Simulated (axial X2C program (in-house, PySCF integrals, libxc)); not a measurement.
# All-electron X2C curves of SnSe

What are the state, bond length, wavenumber and bond energy of SnSe, and what does spin–orbit coupling change?

Method: all-electron X2C, Sn dyall-cv3z, Se dyall-cv3z; program: an in-house X2C program for linear molecules on PySCF integrals.

All values are calculated.

### 1 The job

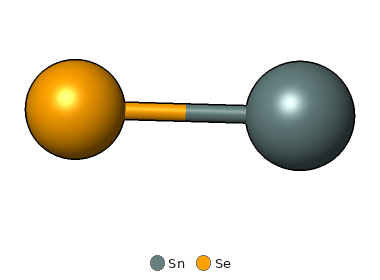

The two atoms at 2.370 Å (tin teal, selenium orange).

Contents of task.json:

```json
{"zs": [50, 34], "q": 0, "bas": ["dyall-cv3z", "dyall-cv3z"], "levels": ["PBE0", "HF", "PBE"], "cc": true, "r0": 2.37, "thr": -1.0, "nmax": 90, "npts": 10, "nst": 2, "ntry": 6}
```

Keys: zs atomic numbers; q charge; bas basis sets; levels methods (HF also brings MP2); cc coupled cluster on or off; r0 starting distance in Å; thr threshold in hartree for freezing inner shells (an s shell follows its p shell); nmax most natural virtual spinors; npts points asked for on the curve; nst determinants followed; ntry starts of the search.

Command:

```bash
python so2c.py task.json out
```

Spin-free means the one-electron spin-free X2C Hamiltonian; two-component (2c) means X2C with spin–orbit coupling and atomic mean-field two-electron Coulomb and Gaunt terms. Basis: Sn dyall-cv3z contracted to [11s12p9d4f1g], Se dyall-cv3z contracted to [8s9p6d4f1g]; Gaussian nuclei, density fitting. Masses: Sn 119.902 u, Se 79.917 u.

Notation: σ, π±, δ± give the projection m of an orbital's angular momentum (0, ±1, ±2), α and β its spin, Λ and M_S the sums; ω is the projection of a spinor's total angular momentum and Ω the sum. Logs are in hartree.

The results follow Hamiltonian by Hamiltonian and level by level.

### 2 State search with PBE0

Determinants are compared with PBE0 at 2.370 Å.

Spin-free determinants:

```tsv
ΔE (eV)	state	open shells
0.00	M_S = 0, Λ = 0	closed shell
2.45	M_S = 1, Λ = 2	beyond closed shells: 2 × π+α, π+β, π-α
2.45	M_S = 1, Λ = 0	beyond closed shells: π+α, π+β, 2 × π-α
2.61	M_S = 0, Λ = 2	beyond closed shells: π+α, 2 × π+β, π-α
2.65	M_S = 1, Λ = 1	beyond closed shells: σα, π+α
2.89	M_S = 0, Λ = 1	beyond closed shells: σα, π+β
```

Two-component determinants:

| ΔE (eV) | state | open shells |
| --- | --- | --- |
| 0.00 | Ω = 0 | closed shell |
| 2.21 | Ω = 1 | excess of +ω over −ω: ω = -1/2, ω = 3/2 |
| 2.36 | Ω = 2 | excess of +ω over −ω: ω = 1/2, ω = 3/2 |
| 2.43 | Ω = 1 | excess of +ω over −ω: 2 × ω = 1/2 |
| 2.50 | Ω = 3 | excess of +ω over −ω: 2 × ω = 3/2 |
| 2.73 | Ω = 1 | excess of +ω over −ω: ω = -1/2, ω = 3/2 |
| 2.81 | Ω = 2 | excess of +ω over −ω: ω = 1/2, ω = 3/2 |

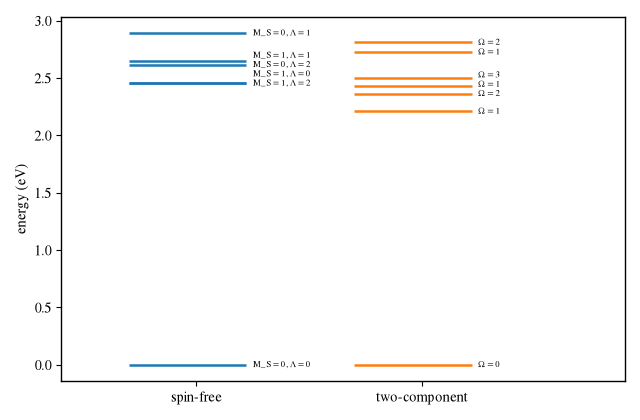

The determinants found, each set from its own lowest.

### 3 PBE0, spin-free

State followed: M_S = 0, Λ = 0 (closed shell). The scan is laid around 2.331 Å, a first estimate of the minimum, and this SCF restarts from the orbitals of the search.

Output at 2.331 Å:

```text
spin-free X2C-1e  PBE0
basis functions 231  fitting functions 1239  grid points 5798
iter        total energy     max residual
   1      -8605.065964742     4.70e+00
   2      -8605.973770604     1.72e-01
   3      -8605.989174745     3.32e-02
   4      -8605.989870144     6.28e-02
   5      -8605.993939199     9.13e-03
   6      -8605.994587014     2.14e-02
   7      -8605.995168453     3.16e-03
   8      -8605.995177166     3.53e-04
   9      -8605.995177842     1.67e-04
  10      -8605.995177905     7.18e-05
  11      -8605.995177918     8.00e-06
  12      -8605.995177919     8.08e-06
converged
one-electron -12643.62251717  Coulomb 3906.47685484  exact exchange -62.70268831  xc functional -192.07615313  nuclear repulsion 385.92932585
```

Along the bond, energies from the lowest point:

| R (Å) | E (eV) | μ (D) | HOMO (eV) | LUMO (eV) | iterations |
| --- | --- | --- | --- | --- | --- |
| 2.028 | 1.3258 | -1.61 | -7.04 | -1.99 | 27 |
| 2.121 | 0.5432 | -2.05 | -7.14 | -2.17 | 21 |
| 2.191 | 0.2107 | -2.38 | -7.20 | -2.30 | 19 |
| 2.261 | 0.0421 | -2.71 | -7.21 | -2.44 | 16 |
| 2.331 | 0.0000 | -3.03 | -7.05 | -2.57 | 12 |
| 2.413 | 0.0709 | -3.40 | -6.87 | -2.71 | 16 |
| 2.494 | 0.2362 | -3.76 | -6.71 | -2.86 | 14 |
| 2.599 | 0.5434 | -4.19 | -6.53 | -3.03 | 14 |
| 2.727 | 1.0059 | -4.69 | -6.34 | -3.22 | 14 |
| 2.914 | 1.7514 | -5.33 | -6.12 | -3.47 | 14 |

Dipoles are positive if Se is the positive end.

Outer orbitals at the reference distance:

```tsv
symmetry	occupied	ε (eV)	atomic character
δ+α	yes	-29.12	100% Sn d
δ-α	yes	-29.12	100% Sn d
σα	yes	-29.02	99% Sn d
π-α	yes	-28.94	100% Sn d
π+α	yes	-28.94	100% Sn d
σα	yes	-18.70	72% Se s, 11% Sn s, 9% Sn p
σα	yes	-12.08	62% Sn s, 25% Se p, 8% Se s
σα	yes	-7.26	46% Se p, 37% Sn p, 14% Sn s
π-α	yes	-7.05	72% Se p, 22% Sn p, 4% Sn d
π+α	yes	-7.05	72% Se p, 22% Sn p, 4% Sn d
π+α	no	-2.57	73% Sn p, 19% Se p, 4% Sn d
π-α	no	-2.57	73% Sn p, 19% Se p, 4% Sn d
σα	no	0.10	57% Sn p, 20% Sn d, 10% Se p
σα	no	1.57	85% Sn s, 6% Se d, 4% Sn d
```

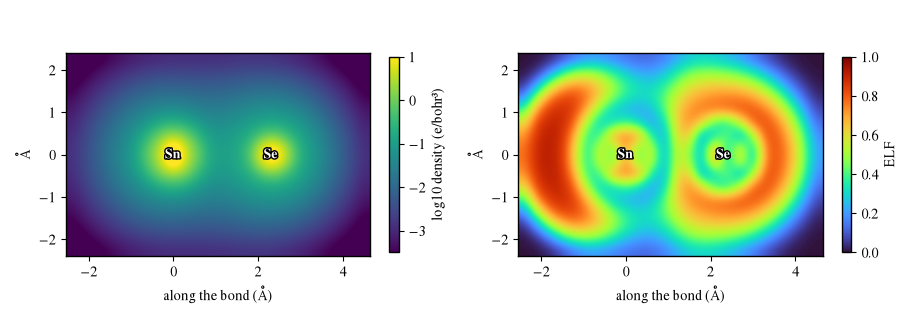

PBE0 fields in a plane through the axis, from a grid of 0.3 Å; Sn lies at z = 0 and Se at z = 2.331 Å; the ELF is damped to zero where the density is low.

Re = 2.324 Å, ωe = 338 cm⁻¹, ωexe = 0.548 cm⁻¹, Be = 0.06512 cm⁻¹, De = 4.56 eV, μ = -3.00 D.

### 4 HF, spin-free

The SCF at the reference distance of 2.331 Å:

```text
spin-free X2C-1e  HF
basis functions 231  fitting functions 1239  grid points 5798
iter        total energy     max residual
   1      -8602.027089732     3.31e-01
   2      -8602.062592791     7.58e-03
   3      -8602.063759972     1.67e-02
   4      -8602.064268283     2.70e-03
   5      -8602.064298120     4.87e-04
   6      -8602.064306124     6.11e-04
   7      -8602.064307025     1.10e-04
   8      -8602.064307149     2.60e-05
   9      -8602.064307154     9.78e-06
  10      -8602.064307155     1.41e-06
converged
one-electron -12642.37729977  Coulomb 3905.33583582  exact exchange -250.95216905  xc functional 0.00000000  nuclear repulsion 385.92932585
```

Re = 2.308 Å, ωe = 360 cm⁻¹, ωexe = 0.523 cm⁻¹, Be = 0.06599 cm⁻¹, De = 2.28 eV, μ = -3.72 D.

### 5 PBE, spin-free

The SCF at the reference distance of 2.331 Å:

```text
spin-free X2C-1e  PBE
basis functions 231  fitting functions 1239  grid points 5798
iter        total energy     max residual
   1      -8605.880212685     1.14e-01
   2      -8605.882812266     1.59e-02
   3      -8605.884619835     2.99e-02
   4      -8605.885043574     3.97e-03
   5      -8605.885118123     4.87e-03
   6      -8605.885144631     1.51e-03
   7      -8605.885145992     2.30e-04
   8      -8605.885146519     3.60e-04
   9      -8605.885146628     5.68e-05
  10      -8605.885146633     6.71e-06
converged
one-electron -12643.24496700  Coulomb 3906.05493718  exact exchange 0.00000000  xc functional -254.62444267  nuclear repulsion 385.92932585
```

Re = 2.355 Å, ωe = 317 cm⁻¹, ωexe = 0.57 cm⁻¹, Be = 0.06341 cm⁻¹, De = 4.90 eV, μ = -2.78 D.

### 6 Correlated methods, spin-free

Correlated methods: 10 electrons correlated (frozen shells, counted by type: Sn 4 s, 3 p, 2 d; Se 3 s, 2 p, 1 d), 274 virtual spinors in MP2, 90 natural virtuals in coupled cluster.

Output of the correlated part at 2.331 Å:

```text
correlated 10  virtual 274  natural virtual 90  E(MP2) -0.228713422  MP2 remainder -0.006461834
iter   CCSD correlation   residual
   1     -0.229114387   1.53e-01
   2     -0.235990175   7.24e-02
   3     -0.239049763   2.99e-02
   4     -0.239076483   1.02e-02
   5     -0.239158895   4.19e-03
   6     -0.239164092   1.29e-03
   7     -0.239167556   3.14e-04
   8     -0.239170151   1.00e-04
   9     -0.239168892   2.91e-05
  10     -0.239169045   8.45e-06
  11     -0.239168863   2.83e-06
  12     -0.239168851   8.46e-07
(T) -0.015287767  T1 0.0387  D1 0.0572  max T2 0.068
```

T1 in the output is the amplitude norm over the root of the electron number; divide by √2 for the Lee–Taylor value.

MP2: Re = 2.349 Å, ωe = 331 cm⁻¹, Be = 0.06372 cm⁻¹, De = 4.50 eV.

CCSD: Re = 2.339 Å, ωe = 338 cm⁻¹, ωexe = 0.538 cm⁻¹, Be = 0.06427 cm⁻¹, De = 4.10 eV. T1 at Re = 0.028 (Lee–Taylor, the printed value over √2).

CCSD(T): Re = 2.356 Å, ωe = 323 cm⁻¹, ωexe = 0.607 cm⁻¹, Be = 0.06331 cm⁻¹, De = 4.38 eV. T1 at Re = 0.029 (Lee–Taylor, the printed value over √2).

### 7 A higher determinant, spin-free

State: M_S = 1, Λ = 2 (beyond closed shells: 2 × π+α, π+β, π-α).

Output at the reference distance:

```text
spin-free X2C-1e  PBE0
basis functions 231  fitting functions 1239  grid points 5798
iter        total energy     max residual
   1      -8604.949961377     4.21e+00
   2      -8605.876627639     1.54e-01
   3      -8605.896213968     3.12e-02
   4      -8605.898228478     2.71e-02
   5      -8605.899243441     5.17e-03
   6      -8605.899268239     7.35e-04
   7      -8605.899275617     1.07e-03
   8      -8605.899277445     1.87e-04
   9      -8605.899277563     4.17e-05
  10      -8605.899277575     2.79e-05
  11      -8605.899277576     5.68e-06
converged
one-electron -12643.08939195  Coulomb 3906.05667458  exact exchange -62.71506658  xc functional -192.08081949  nuclear repulsion 385.92932585
```

| R (Å) | E above the lowest PBE0 point (eV) |
| --- | --- |
| 2.028 | 5.289 |
| 2.121 | 4.064 |
| 2.191 | 3.415 |
| 2.261 | 2.942 |
| 2.331 | 2.610 |
| 2.413 | 2.360 |
| 2.494 | 2.224 |
| 2.599 | 2.172 |
| 2.727 | 2.237 |

No constants are quoted: too few points lie around the minimum for a second fit to confirm the first.

### 8 The spin-free curves together

Energy (eV) of the followed determinant, spin-free, from each level's lowest point:

| R (Å) | PBE0 | HF | MP2 | CCSD | CCSD(T) | PBE |
| --- | --- | --- | --- | --- | --- | --- |
| 2.028 | 1.326 | 1.300 | 1.542 | n/a | n/a | 1.491 |
| 2.121 | 0.543 | 0.505 | 0.677 | 0.639 | 0.700 | 0.661 |
| 2.191 | 0.211 | 0.176 | 0.293 | 0.267 | 0.309 | 0.291 |
| 2.261 | 0.042 | 0.021 | 0.080 | 0.067 | 0.089 | 0.083 |
| 2.331 | 0.000 | 0.000 | 0.000 | 0.000 | 0.000 | 0.000 |
| 2.413 | 0.071 | 0.104 | 0.033 | 0.049 | 0.021 | 0.022 |
| 2.494 | 0.236 | 0.309 | 0.167 | 0.200 | 0.139 | 0.139 |
| 2.599 | 0.543 | 0.675 | 0.443 | 0.495 | 0.389 | 0.382 |
| 2.727 | 1.006 | 1.214 | 0.887 | n/a | n/a | 0.768 |
| 2.914 | 1.751 | 2.069 | 1.679 | n/a | n/a | 1.403 |

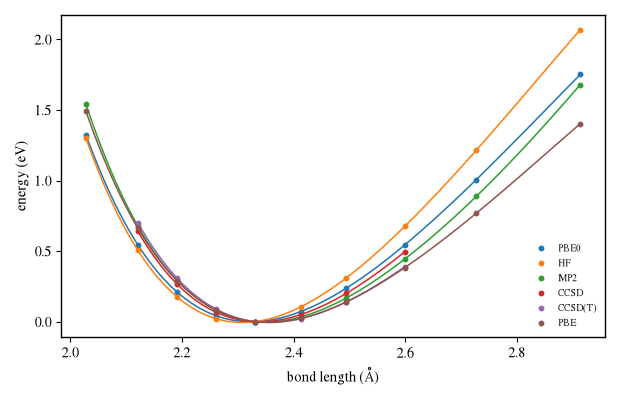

Curves of the followed state, spin-free, each from its own lowest point.

### 9 PBE0, 2c

State followed: Ω = 0 (closed shell). The scan is laid around 2.331 Å, a first estimate of the minimum, and this SCF restarts from the orbitals of the search.

Output at 2.331 Å:

```text
two-component X2C + atomic mean field  PBE0
basis functions 231  fitting functions 1239  grid points 5798
iter        total energy     max residual
   1      -8601.642889774     3.91e+00
   2      -8602.554550988     1.42e-01
   3      -8602.570221874     2.79e-02
   4      -8602.571019256     4.90e-02
   5      -8602.574645778     7.71e-03
   6      -8602.575281222     1.74e-02
   7      -8602.575851173     2.57e-03
   8      -8602.575860050     2.84e-04
   9      -8602.575860713     1.36e-04
  10      -8602.575860780     5.87e-05
  11      -8602.575860793     7.94e-06
  12      -8602.575860794     7.36e-06
converged
one-electron -12634.07532496  Coulomb 3904.63123512  exact exchange -62.66926865  xc functional -191.97728288  nuclear repulsion 385.92932585  atomic mean-field constant -4.41454528
```

Along the bond, energies from the lowest point:

| R (Å) | E (eV) | μ (D) | HOMO (eV) | LUMO (eV) | iterations |
| --- | --- | --- | --- | --- | --- |
| 2.028 | 1.3364 | -1.60 | -7.05 | -2.10 | 29 |
| 2.121 | 0.5505 | -2.04 | -7.15 | -2.29 | 23 |
| 2.191 | 0.2157 | -2.36 | -7.21 | -2.42 | 19 |
| 2.261 | 0.0446 | -2.69 | -7.09 | -2.56 | 17 |
| 2.331 | 0.0000 | -3.01 | -6.93 | -2.69 | 12 |
| 2.413 | 0.0678 | -3.37 | -6.75 | -2.84 | 15 |
| 2.494 | 0.2297 | -3.72 | -6.60 | -2.98 | 14 |
| 2.599 | 0.5319 | -4.15 | -6.42 | -3.15 | 14 |
| 2.727 | 0.9873 | -4.63 | -6.24 | -3.34 | 14 |
| 2.914 | 1.7185 | -5.25 | -6.02 | -3.59 | 15 |

Dipoles are positive if Se is the positive end.

Outer spinors at the reference distance:

```tsv
ω	occupied	ε (eV)	atomic character	λ mixture
3/2	yes	-29.68	100% Sn d	85% δ, 15% π
1/2	yes	-29.56	100% Sn d	56% π, 44% σ
5/2	yes	-28.71	100% Sn d	100% δ
1/2	yes	-28.57	99% Sn d	56% σ, 44% π
3/2	yes	-28.56	100% Sn d	85% π, 15% δ
1/2	yes	-18.70	72% Se s, 11% Sn s, 9% Sn p	100% σ
1/2	yes	-12.07	61% Sn s, 25% Se p, 8% Se s	100% σ
1/2	yes	-7.29	52% Se p, 32% Sn p, 12% Sn s	85% σ, 15% π
1/2	yes	-7.15	66% Se p, 27% Sn p, 3% Sn d	86% π, 14% σ
3/2	yes	-6.93	72% Se p, 22% Sn p, 4% Sn d	100% π
1/2	no	-2.69	72% Sn p, 19% Se p, 4% Sn d	99% π, 1% σ
3/2	no	-2.42	73% Sn p, 18% Se p, 4% Sn d	100% π
1/2	no	0.11	58% Sn p, 20% Sn d, 10% Se p	100% σ
1/2	no	1.57	84% Sn s, 6% Se d, 4% Sn d	100% σ
```

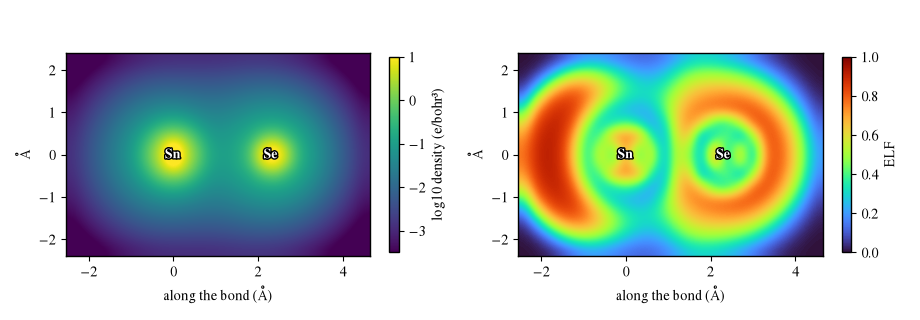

PBE0 fields in a plane through the axis, from a grid of 0.3 Å; Sn lies at z = 0 and Se at z = 2.331 Å; the ELF is damped to zero where the density is low.

Re = 2.325 Å, ωe = 337 cm⁻¹, ωexe = 0.557 cm⁻¹, Be = 0.06501 cm⁻¹, De = 4.47 eV, μ = -2.98 D.

### 10 HF, 2c

The SCF at the reference distance of 2.331 Å:

```text
two-component X2C + atomic mean field  HF
basis functions 231  fitting functions 1239  grid points 5798
iter        total energy     max residual
   1      -8598.606383872     3.76e-01
   2      -8598.641810000     7.62e-03
   3      -8598.642971401     1.86e-02
   4      -8598.643463521     2.69e-03
   5      -8598.643492928     3.44e-04
   6      -8598.643500807     6.31e-04
   7      -8598.643501731     1.25e-04
   8      -8598.643501877     3.02e-05
   9      -8598.643501894     1.87e-05
  10      -8598.643501901     7.45e-06
  11      -8598.643501904     5.12e-06
  12      -8598.643501904     1.99e-06
converged
one-electron -12632.83274919  Coulomb 3903.49246301  exact exchange -250.81799630  xc functional 0.00000000  nuclear repulsion 385.92932585  atomic mean-field constant -4.41454528
```

Re = 2.310 Å, ωe = 358 cm⁻¹, ωexe = 0.54 cm⁻¹, Be = 0.06586 cm⁻¹, De = 2.15 eV, μ = -3.69 D.

### 11 PBE, 2c

The SCF at the reference distance of 2.331 Å:

```text
two-component X2C + atomic mean field  PBE
basis functions 231  fitting functions 1239  grid points 5798
iter        total energy     max residual
   1      -8602.461446948     1.29e-01
   2      -8602.464100564     1.58e-02
   3      -8602.465858183     3.36e-02
   4      -8602.466268620     3.93e-03
   5      -8602.466341420     5.53e-03
   6      -8602.466367544     1.65e-03
   7      -8602.466368818     2.25e-04
   8      -8602.466369355     3.95e-04
   9      -8602.466369456     6.39e-05
  10      -8602.466369461     7.72e-06
converged
one-electron -12633.69584233  Coulomb 3904.20744708  exact exchange 0.00000000  xc functional -254.49275479  nuclear repulsion 385.92932585  atomic mean-field constant -4.41454528
```

Re = 2.356 Å, ωe = 316 cm⁻¹, ωexe = 0.576 cm⁻¹, Be = 0.06331 cm⁻¹, De = 4.83 eV, μ = -2.77 D.

### 12 Correlated methods, 2c

Correlated methods: 10 electrons correlated (frozen shells, counted by type: Sn 4 s, 3 p, 2 d; Se 3 s, 2 p, 1 d), 274 virtual spinors in MP2, 90 natural virtuals in coupled cluster.

Output of the correlated part at 2.331 Å:

```text
correlated 10  virtual 274  natural virtual 90  E(MP2) -0.228145705  MP2 remainder -0.006461438
iter   CCSD correlation   residual
   1     -0.228797552   1.51e-01
   2     -0.235628550   7.10e-02
   3     -0.238641953   2.95e-02
   4     -0.238668500   1.01e-02
   5     -0.238751060   4.19e-03
   6     -0.238756920   1.35e-03
   7     -0.238760725   4.02e-04
   8     -0.238763904   1.89e-04
   9     -0.238761746   1.01e-04
  10     -0.238762558   5.27e-05
  11     -0.238761980   1.98e-05
  12     -0.238762158   6.67e-06
  13     -0.238762172   2.23e-06
(T) -0.015144351  T1 0.0383  D1 0.0574  max T2 0.068
```

MP2: Re = 2.350 Å, ωe = 331 cm⁻¹, Be = 0.06367 cm⁻¹, De = 4.35 eV.

CCSD: Re = 2.341 Å, ωe = 337 cm⁻¹, ωexe = 0.557 cm⁻¹, Be = 0.06415 cm⁻¹, De = 3.78 eV. T1 at Re = 0.028 (Lee–Taylor, the printed value over √2).

CCSD(T): Re = 2.358 Å, ωe = 322 cm⁻¹, ωexe = 0.601 cm⁻¹, Be = 0.06322 cm⁻¹, De = 4.03 eV. T1 at Re = 0.028 (Lee–Taylor, the printed value over √2).

### 13 A higher determinant, 2c

State: Ω = 1 (excess of +ω over −ω: ω = -1/2, ω = 3/2).

Output at the reference distance:

```text
two-component X2C + atomic mean field  PBE0
basis functions 231  fitting functions 1239  grid points 5798
iter        total energy     max residual
   1      -8601.535991995     3.66e+00
   2      -8602.466418014     1.28e-01
   3      -8602.485843874     2.71e-02
   4      -8602.487920921     2.27e-02
   5      -8602.488943752     4.11e-03
   6      -8602.488971560     6.47e-04
   7      -8602.488977341     8.08e-04
   8      -8602.488979426     1.36e-04
   9      -8602.488979536     4.03e-05
  10      -8602.488979550     1.82e-05
  11      -8602.488979552     6.00e-06
converged
one-electron -12633.74195541  Coulomb 3904.40548881  exact exchange -62.68241665  xc functional -191.98487688  nuclear repulsion 385.92932585  atomic mean-field constant -4.41454528
```

| R (Å) | E above the lowest PBE0 point (eV) |
| --- | --- |
| 2.028 | 5.043 |
| 2.121 | 3.819 |
| 2.191 | 3.170 |
| 2.261 | 2.697 |
| 2.331 | 2.364 |
| 2.413 | 2.113 |
| 2.494 | 1.976 |
| 2.599 | 1.922 |
| 2.727 | 1.985 |

No constants are quoted: too few points lie around the minimum for a second fit to confirm the first.

### 14 The 2c curves together

Energy (eV) of the followed determinant, 2c, from each level's lowest point:

| R (Å) | PBE0 | HF | MP2 | CCSD | CCSD(T) | PBE |
| --- | --- | --- | --- | --- | --- | --- |
| 2.028 | 1.336 | 1.314 | 1.550 | n/a | n/a | 1.501 |
| 2.121 | 0.551 | 0.515 | 0.682 | 0.648 | 0.707 | 0.668 |
| 2.191 | 0.216 | 0.183 | 0.296 | 0.273 | 0.314 | 0.295 |
| 2.261 | 0.045 | 0.024 | 0.082 | 0.070 | 0.091 | 0.085 |
| 2.331 | 0.000 | 0.000 | 0.000 | 0.000 | 0.000 | 0.000 |
| 2.413 | 0.068 | 0.099 | 0.032 | 0.046 | 0.018 | 0.020 |
| 2.494 | 0.230 | 0.299 | 0.165 | 0.192 | 0.135 | 0.134 |
| 2.599 | 0.532 | 0.656 | 0.444 | 0.481 | 0.382 | 0.374 |
| 2.727 | 0.987 | 1.179 | 0.900 | n/a | n/a | 0.754 |
| 2.914 | 1.718 | 1.978 | 1.779 | n/a | n/a | 1.380 |

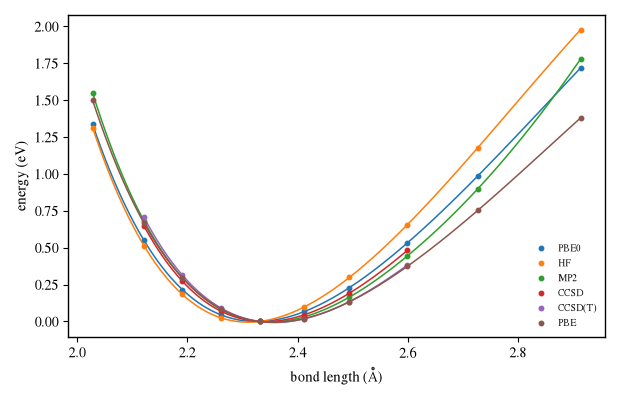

Curves of the followed state, 2c, each from its own lowest point.

Time for the job: 2.6 min (1 thread of AMD EPYC 7B13 (Zen 3), shared host); peak memory 0.72 GiB.

### 15 Constants

Lowest determinant that the search found at its distance, spin-free: M_S = 0, Λ = 0 (closed shell).

Lowest determinant that the search found at its distance, 2c: Ω = 0 (closed shell).

```csv
Hamiltonian,level,Re (Å),ωe (cm⁻¹),De (eV),μ (D)
spin-free,PBE0,2.324,338,4.56,-3.00
spin-free,HF,2.308,360,2.28,-3.72
spin-free,MP2,2.349,331,4.50,n/a
spin-free,CCSD,2.339,338,4.10,n/a
spin-free,CCSD(T),2.356,323,4.38,n/a
spin-free,PBE,2.355,317,4.90,-2.78
2c,PBE0,2.325,337,4.47,-2.98
2c,HF,2.310,358,2.15,-3.69
2c,MP2,2.350,331,4.35,n/a
2c,CCSD,2.341,337,3.78,n/a
2c,CCSD(T),2.358,322,4.03,n/a
2c,PBE,2.356,316,4.83,-2.77
```

Dipoles are positive if Se is the positive end.

Time per point (s) on 1 thread of AMD EPYC 7B13 (Zen 3), shared host (2c runs; CCSD comes with the CCSD(T) run); the times are rough: PBE0 1.1, HF 0.77, MP2 0.93, CCSD(T) 4.3, PBE 0.49.

In words: At CCSD(T), going from spin-free to two-component changes Re by +2 mÅ, ωe by -0.3 %; the spin-free picture holds up (part of it comes from the scalar share of the two-electron terms). De moves by -0.35 eV; both De rest on single-determinant atoms, which can miss part of an open shell's spin–orbit lowering.

De refers to Sn + Se, each in the lowest determinant found, which need not be this curve's own limit. The state is a single determinant with fixed occupations, the lowest that a limited PBE0 search found. The closed shell is kept restricted; where the fragments are open shells, the energy then runs too high at long range. Dissociation energies refer to the lowest single-determinant-based atoms at the same level and basis. Coupled cluster ran in a truncated set of natural virtual spinors; the MP2 energy of the rest was added. With the outer-core shells frozen, correlated bond lengths of heavy atoms tend to come out a few hundredths of an ångström too long. T1 at Re is 0.029 (Lee–Taylor), above the customary mark of 0.02.
